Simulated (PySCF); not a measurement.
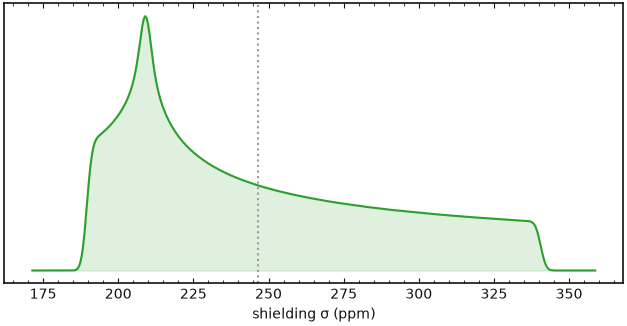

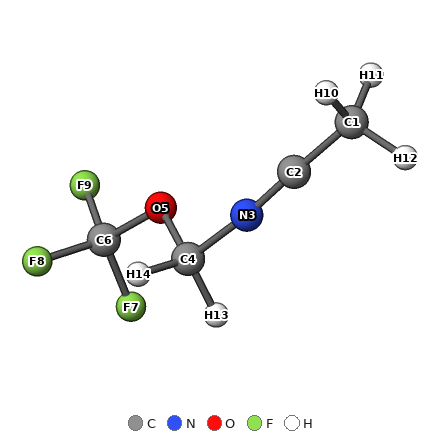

Static powder pattern (¹⁹F) from GIAO shielding tensors of C₄H₅F₃NO⁺, SMILES CC#[N+]COC(F)(F)F, PBE0/pcSseg-1 with PySCF, at a GFN2-xTB geometry (no frequency check); absolute shielding, one fixed geometry of the isolated molecule without any motion, no dipolar terms. The dotted line is the isotropic value; skew is 3(σiso − σ22)/span.

The pattern belongs to F9. Give the principal values, span and skew.

Answer. F9: σ11, σ22, σ33 = 190, 209, 341 ppm, isotropic 246, span 151 ppm, skew 0.74.

Known limits of this run: the tight-binding geometry is rougher than a DFT one and adds to the error; one conformer of a flexible molecule.
